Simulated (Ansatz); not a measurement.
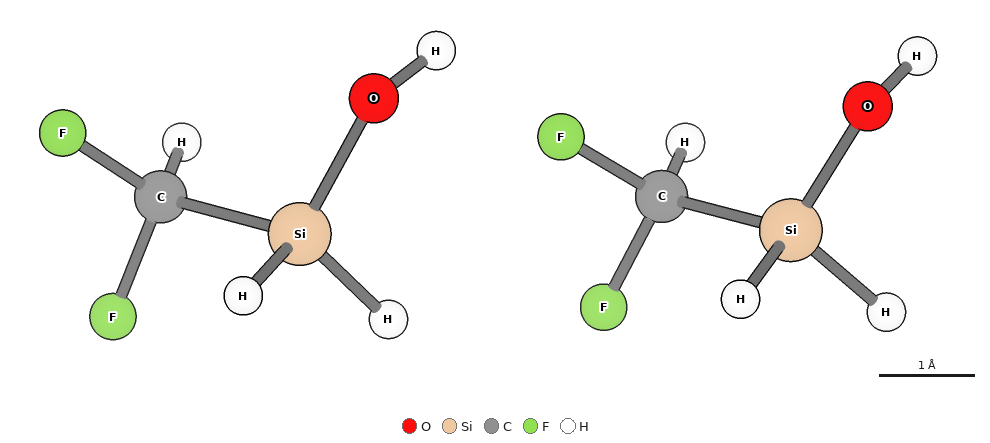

Two geometries of CH4F2OSi, drawn at one scale. One is the start of a relaxation, the other its converged end. The picture is a ball-and-stick view, seen at a tilt.

Method: RKS PBE0/6-31G (Ansatz 0.2.0). (no spin polarisation; force threshold 0.015 eV/Å; at most 40 steps)

### Which one is relaxed?

The left one is the relaxed one. The run prepares an end point of a later path (torsion) calculation, from a guessed geometry. Over 6 geometry steps the energy falls by 0.502 eV. The largest force component goes from 3.1 to 0.0073 eV/Å. The atom that moves furthest after the best rigid fit is an H atom (0.22 Å). Largest moves by element: H 0.22 Å, F 0.12 Å, O 0.09 Å, C 0.08 Å, Si 0.06 Å. Near-neighbour distances that change, for instance: C–Si 1.825 → 1.940 Å, O–Si 1.618 → 1.718 Å, H–Si 1.471 → 1.505 Å, C–H 1.073 → 1.093 Å. Among the angles between lasting bonds that change: Si–C–F 113.0° → 105.7°, O–Si–H 105.5° → 112.2°, H–Si–H 107.5° → 113.4°. The run took 24 s on 1 thread of Arm Neoverse V1 (shared host), peak memory 0.15 GiB.
